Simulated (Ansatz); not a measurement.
**Run report: CH4In, geometry relaxation**

The run: geometry relaxation of CH4In, multiplicity 2. Method and program: UKS PBE0-D4/def2-TZVP (Ansatz 0.2.0).

Figures and captions count atoms from 1; the log counts them from 0 in places.

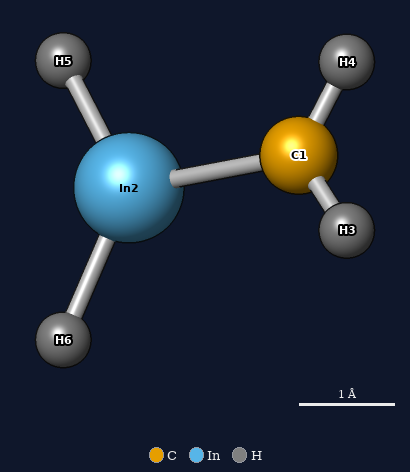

*The structure as given in the input (ball-and-stick view, seen at a tilt; atoms are numbered from 1 in the order of the input). Sticks mark near contacts.*

Bond lengths as drawn: C–H 1.11 Å, C–In 2.15 Å and H–In 1.74 Å.

Results in brief

| quantity | value |
| --- | --- |
| outcome | converged |
| total energy | −6272.4524 eV |
| mean-field energy | −6272.3879 eV |
| dispersion energy | −0.0645 eV |
| ⟨S²⟩ | 0.755 |
| SCF solution under orbital rotations | stable |
| largest force (length of the vector) at the end | under 0.001 eV/Å |
| dipole moment | 0.63 D |
| hardware | 2 threads of Arm Neoverse V2, 23 GiB of memory available, shared host |
| wall time | 12 s (CPU time 22 s) |
| peak memory | 0.21 GiB |

The input
```yaml
crystal:
  periodic: [false, false, false]
  atoms:
    - {symbol: C, position_ang: [-0.072459, -1.145727, -0.012964]}
    - {symbol: In, position_ang: [0.062685, 0.997517, 0.011227]}
    - {symbol: H, position_ang: [-0.245405, -1.752934, 0.895418]}
    - {symbol: H, position_ang: [0.025854, -1.749384, -0.934756]}
    - {symbol: H, position_ang: [0.339626, 1.828210, -1.497285]}
    - {symbol: H, position_ang: [-0.110300, 1.822318, 1.538361]}
basis:
  gaussian: {orbitals: def2-TZVP}
magnetization: {spin_polarized: true, initial_magnetization: 1}
hamiltonian: {xc: pbe0, dispersion: d4}
relax: {f_tol: 0.005, max_steps: 200}
```

Command:
```bash
ansatz run in.yaml --threads 2 --pin off --events-out ev --progress --plain --max-ram 4352MiB
```

Log
```
Functional definition: PBE0
  name "PBE0"
  cite "Adamo & Barone, J. Chem. Phys. 110, 6158 (1999) doi:10.1063/1.478522"
  cite "Perdew, Burke & Ernzerhof, Phys. Rev. Lett. 77, 3865 (1996) doi:10.1103/PhysRevLett.77.3865"
  parent pbe
  parameter a = 0.25
  parameter kappa = 0.804
  parameter beta = 0.06672455060314922
  exchange = (1 - a)*pbe_x(kappa = kappa, mu = beta*pi^2/3) + a*exact_x
  correlation = pbe_c(beta = beta)
837 factors; their error is unknown
mean field evaluation 1: about -6268.4885 eV, gradient 2.8e1 eV
mean field evaluation 2: about -6264.0533 eV, gradient 3.6e1 eV
mean field evaluation 4: about -6272.3152 eV, gradient 1.2e0 eV
mean field evaluation 8: about -6272.3243 eV, gradient 4.4e-2 eV
mean field evaluation 16: about -6272.3650 eV, gradient 1.6e-5 eV
mean field -6272.36503133 eV, -230.5051633396 hartree, gradient 1.6e-5 eV, S^2 0.755027; 0 other end points of the search recorded, 0 dependent functions left out
the calculation of the forces begins
reference -6272.36507237 eV, -230.5051648480 hartree; 16, 15 occupied and 89, 90 virtual orbitals, 837 factors
relax step   1: F+E_penalty+E_count = -6272.42908322 eV  Δ(F+E_penalty+E_count) = +0.000e0 eV  max|allowed force component| = 5.148e-1 eV/Å  Δτ_max = 0.0000 Å  (31 SCF iters, accepted)
these checks for a lower state are left out or cut short: starts, cluster_reference, orbital_swaps, neighbouring_geometries, increment
837 factors; their error is unknown
mean field -6272.38442696 eV, -230.5058761160 hartree, gradient 1.4e-5 eV, S^2 0.754756; 0 other end points of the search recorded, 0 dependent functions left out
the calculation of the forces begins
reference -6272.38446789 eV, -230.5058776202 hartree; 16, 15 occupied and 89, 90 virtual orbitals, 837 factors
relax step   2: F+E_penalty+E_count = -6272.44910061 eV  Δ(F+E_penalty+E_count) = -2.002e-2 eV  max|allowed force component| = 2.546e-1 eV/Å  Δτ_max = 0.0431 Å  (34 SCF iters, accepted)
these checks for a lower state are left out or cut short: starts, cluster_reference, orbital_swaps, neighbouring_geometries, increment
837 factors; their error is unknown
mean field evaluation 32: about -6272.3877 eV, gradient 1.5e-5 eV
mean field -6272.38767070 eV, -230.5059953211 hartree, gradient 1.5e-5 eV, S^2 0.754770; 0 other end points of the search recorded, 0 dependent functions left out
the calculation of the forces begins
reference -6272.38771164 eV, -230.5059968258 hartree; 16, 15 occupied and 89, 90 virtual orbitals, 837 factors
relax step   3: F+E_penalty+E_count = -6272.45219482 eV  Δ(F+E_penalty+E_count) = -3.094e-3 eV  max|allowed force component| = 3.380e-2 eV/Å  Δτ_max = 0.0134 Å  (35 SCF iters, accepted)
these checks for a lower state are left out or cut short: starts, cluster_reference, orbital_swaps, neighbouring_geometries, increment
837 factors; their error is unknown
mean field -6272.38783784 eV, -230.5060014635 hartree, gradient 1.3e-5 eV, S^2 0.754773; 0 other end points of the search recorded, 0 dependent functions left out
the calculation of the forces begins
reference -6272.38787879 eV, -230.5060029685 hartree; 16, 15 occupied and 89, 90 virtual orbitals, 837 factors
relax step   4: F+E_penalty+E_count = -6272.45235027 eV  Δ(F+E_penalty+E_count) = -1.555e-4 eV  max|allowed force component| = 1.253e-2 eV/Å  Δτ_max = 0.0067 Å  (36 SCF iters, accepted)
these checks for a lower state are left out or cut short: starts, cluster_reference, orbital_swaps, neighbouring_geometries, increment
837 factors; their error is unknown
mean field -6272.38785654 eV, -230.5060021507 hartree, gradient 1.5e-5 eV, S^2 0.754774; 0 other end points of the search recorded, 0 dependent functions left out
the calculation of the forces begins
reference -6272.38789750 eV, -230.5060036558 hartree; 16, 15 occupied and 89, 90 virtual orbitals, 837 factors
relax step   5: F+E_penalty+E_count = -6272.45236247 eV  Δ(F+E_penalty+E_count) = -1.220e-5 eV  max|allowed force component| = 4.336e-4 eV/Å  Δτ_max = 0.0015 Å  (27 SCF iters, accepted)
837 factors; their error is unknown
mean field evaluation 64: about -6272.3879 eV, gradient 2.0e-4 eV
```

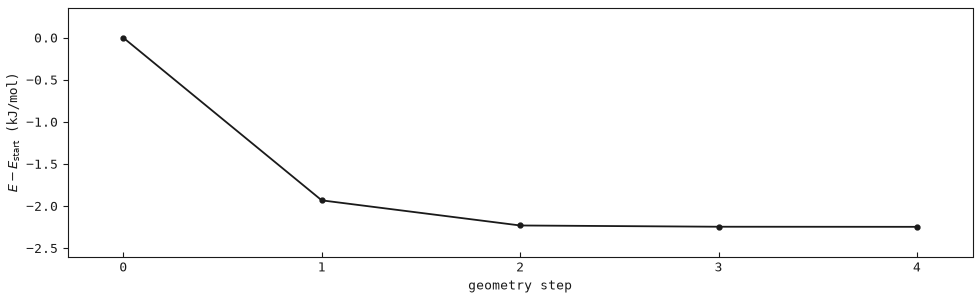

*Progress of the relaxation, step by step (the first geometry is step 0 here and step 1 in the log).*

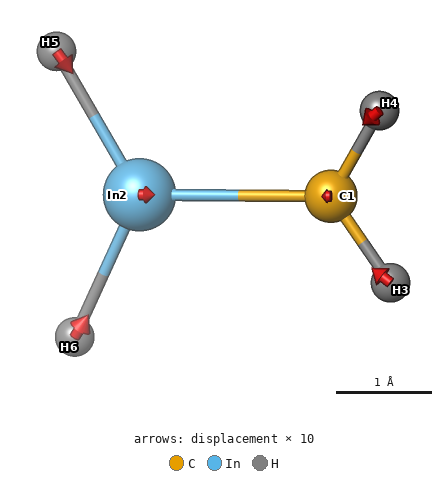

*The starting structure with the displacements as red arrows, magnified 10 times (ball-and-stick view, seen at a tilt). The two geometries are laid on each other by the best rigid fit.*

The largest moves after the best rigid fit, 0.030 Å, are those of H5 and H6. Largest moves by element: H 0.030 Å, In 0.018 Å, C 0.011 Å. Among the contacts that change: C1–In2 2.148 → 2.119 Å, In2–H5 1.744 → 1.723 Å, C1–H3 1.106 → 1.087 Å. The energy falls by 2.25 kJ/mol in 4 geometry steps. The largest force component goes from 0.51 to 0.00043 eV/Å. (Atoms are counted from 1 in the order of the input.)

```
mean field -6272.38785654 eV, -230.5060021507 hartree, gradient 1.5e-5 eV, S^2 0.754774; 1 other end points of the search recorded, 0 dependent functions left out
the calculation of the forces begins
reference -6272.38789750 eV, -230.5060036558 hartree; 16, 15 occupied and 89, 90 virtual orbitals, 837 factors
Total energy: -6272.45240343 eV, -230.5083742050 hartree
Atom 0 at    -0.071309    -1.134744    -0.012773 Å, force    -0.000083    -0.000434    -0.000013 eV/Å
Atom 1 at     0.061649     0.979675     0.011039 Å, force    -0.000191     0.000064    -0.000028 eV/Å
Atom 2 at    -0.242093    -1.732129     0.879748 Å, force     0.000061     0.000139    -0.000034 eV/Å
Atom 3 at     0.024469    -1.728642    -0.918719 Å, force     0.000048     0.000139     0.000051 eV/Å
Atom 4 at     0.335001     1.810819    -1.473151 Å, force     0.000061     0.000045     0.000157 eV/Å
Atom 5 at    -0.107715     1.805021     1.513858 Å, force     0.000104     0.000046    -0.000132 eV/Å
Dipole moment:    -0.008257    -0.131785    -0.001480 e Å
```

Trajectory as extended XYZ (Å, eV, eV/Å), 5 frames, from step=1 to step=5
```
6
Properties=species:S:1:pos:R:3:forces:R:3 step=1 energy=-6272.42908
C    -0.0725   -1.1457   -0.0130   -0.0140  -0.2694  -0.0026
In    0.0627    0.9975    0.0112   -0.0110  -0.1590  -0.0019
H    -0.2454   -1.7529    0.8954    0.0953   0.3304  -0.5078
H     0.0259   -1.7494   -0.9348   -0.0562   0.3284   0.5148
H     0.3396    1.8282   -1.4973   -0.0416  -0.1157   0.2318
H    -0.1103    1.8223    1.5384    0.0275  -0.1148  -0.2343
6
Properties=species:S:1:pos:R:3:forces:R:3 step=2 energy=-6272.44910
C    -0.0687   -1.1294   -0.0124   -0.0264  -0.2546  -0.0044
In    0.0618    0.9793    0.0111   -0.0012  -0.0600  -0.0003
H    -0.2434   -1.7298    0.8835    0.0309   0.0835  -0.1441
H     0.0243   -1.7263   -0.9227   -0.0122   0.0830   0.1472
H     0.3325    1.8060   -1.4610    0.0262   0.0743  -0.1457
H    -0.1066    1.8003    1.5015   -0.0173   0.0738   0.1473
6
Properties=species:S:1:pos:R:3:forces:R:3 step=3 energy=-6272.45219
C    -0.0778   -1.1326   -0.0137    0.0265  -0.0338   0.0039
In    0.0606    0.9812    0.0109   -0.0076  -0.0108  -0.0011
H    -0.2389   -1.7320    0.8797   -0.0096   0.0138  -0.0061
H     0.0275   -1.7286   -0.9177   -0.0109   0.0138   0.0031
H     0.3358    1.8089   -1.4737    0.0020   0.0085  -0.0076
H    -0.1071    1.8031    1.5146   -0.0003   0.0085   0.0079
6
Properties=species:S:1:pos:R:3:forces:R:3 step=4 energy=-6272.45235
C    -0.0715   -1.1346   -0.0128    0.0012   0.0125   0.0002
In    0.0614    0.9801    0.0110    0.0004  -0.0056   0.0001
H    -0.2420   -1.7311    0.8803   -0.0003  -0.0063  -0.0024
H     0.0247   -1.7276   -0.9192   -0.0010  -0.0063   0.0022
H     0.3352    1.8095   -1.4739   -0.0002   0.0028   0.0003
H    -0.1078    1.8037    1.5146   -0.0001   0.0028  -0.0004
6
Properties=species:S:1:pos:R:3:forces:R:3 step=5 energy=-6272.45236
C    -0.0713   -1.1347   -0.0128   -0.0001  -0.0004   0.0000
In    0.0616    0.9797    0.0110   -0.0002   0.0001   0.0000
H    -0.2421   -1.7321    0.8797    0.0001   0.0001   0.0000
H     0.0245   -1.7286   -0.9187    0.0000   0.0001   0.0001
H     0.3350    1.8108   -1.4732    0.0001   0.0000   0.0002
H    -0.1077    1.8050    1.5139    0.0001   0.0000  -0.0001
```

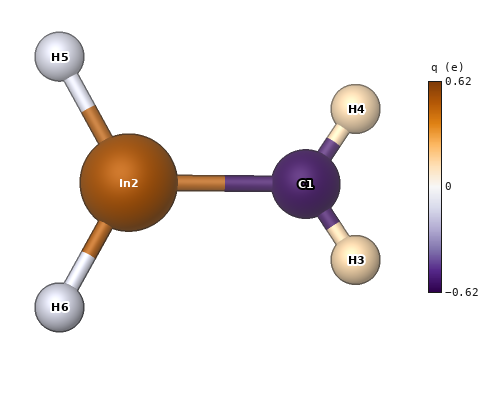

*Mulliken charges, as the colour of each atom (ball-and-stick view, seen on its broad side; atoms are numbered from 1 in the order of the input).*

By element: C −0.59, In +0.51 and H −0.11 to +0.15 e.
